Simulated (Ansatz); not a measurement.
Band structure of AlN (F-43m, 2 atoms in the cell).

```
CELL_PARAMETERS angstrom
      0.00000     2.17460     2.17460
      2.17460     0.00000     2.17460
      2.17460     2.17460     0.00000
ATOMIC_POSITIONS crystal
  Al 0.00000 0.00000 0.00000
  N  0.75000 0.75000 0.75000
```

Method of the run: PBE (plane waves, PAW; Ansatz, a quantum-chemistry and plane-wave program).

Settings: basis.ecutwfc = 420 eV; kpoints.mp_grid.grid = 9 9 9; hamiltonian.xc = pbe; hamiltonian.pseudopotentials = {kind: paw} (the program's default PAW files); scf.occupations.method = fixed; kpoints.band_path.npoints = 8.

The starting cell comes from a database of computed structures (which also holds hypothetical and non-ambient phases and stackings), without a prior relaxation at this level. Its lattice was rescaled by a random factor within 2.5 % of one.

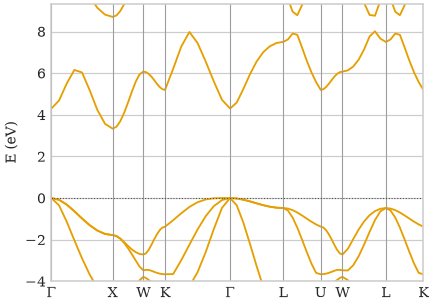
Bands along the path, energies from the top of the valence band on the path.

**Question.** Read off roughly the gap and where its edges lie.

**Answer.** The gap along the path is about 3.3 eV (computed: 3.33 eV), from Γ to X; the smallest direct gap on it is 4.30 eV.

Levels in eV from the top of the valence band on the path, bands 1 to 7:
```tsv
point	1	2	3	4	5	6	7
Γ	-15.04	0.00	0.00	0.00	4.30	12.71	12.71
X	-12.31	-4.93	-1.78	-1.78	3.33	8.70	14.13
W	-12.26	-3.79	-3.47	-2.71	6.07	11.49	12.11
K	-12.33	-4.28	-3.66	-1.37	5.19	10.20	13.24
L	-12.96	-5.90	-0.48	-0.48	7.50	9.95	11.23
U	-12.33	-4.28	-3.66	-1.37	5.19	10.20	13.24
```

Keys are those of Ansatz 0.2.
